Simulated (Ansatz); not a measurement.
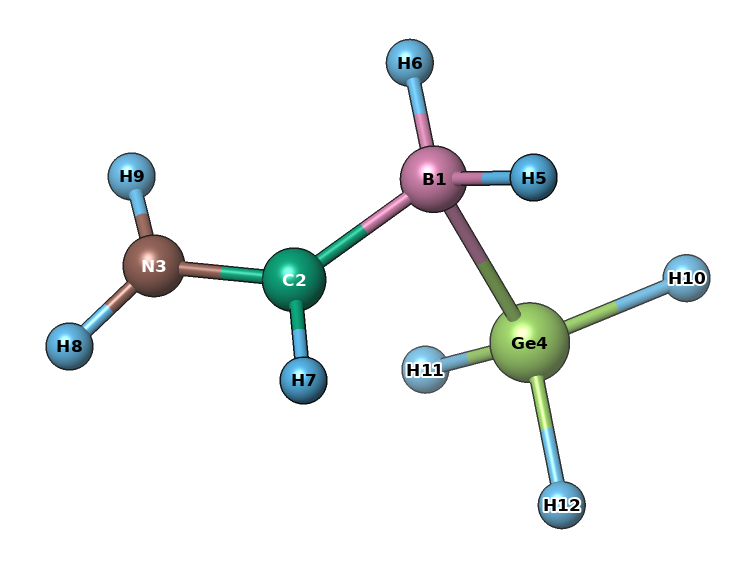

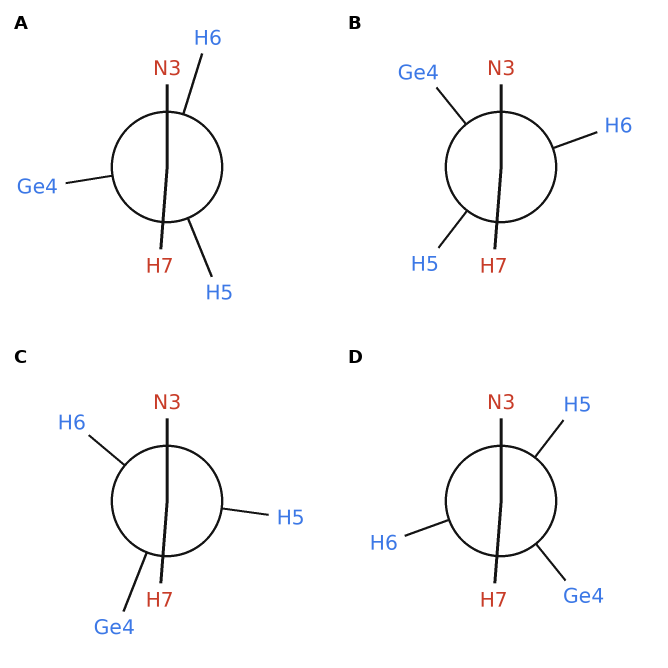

Distant atoms are faded towards the background colour. Bonds that would overlap in a projection are set slightly apart. The geometry was computed by an optimisation with PBE-D4/def2-SVP. No frequency run is at hand to confirm it as a minimum.

### Which Newman projection shows the view along C2–B1, with C2 in front?

A. The torsion angle N3–C2–B1–Ge4 is −99°, about perpendicular.
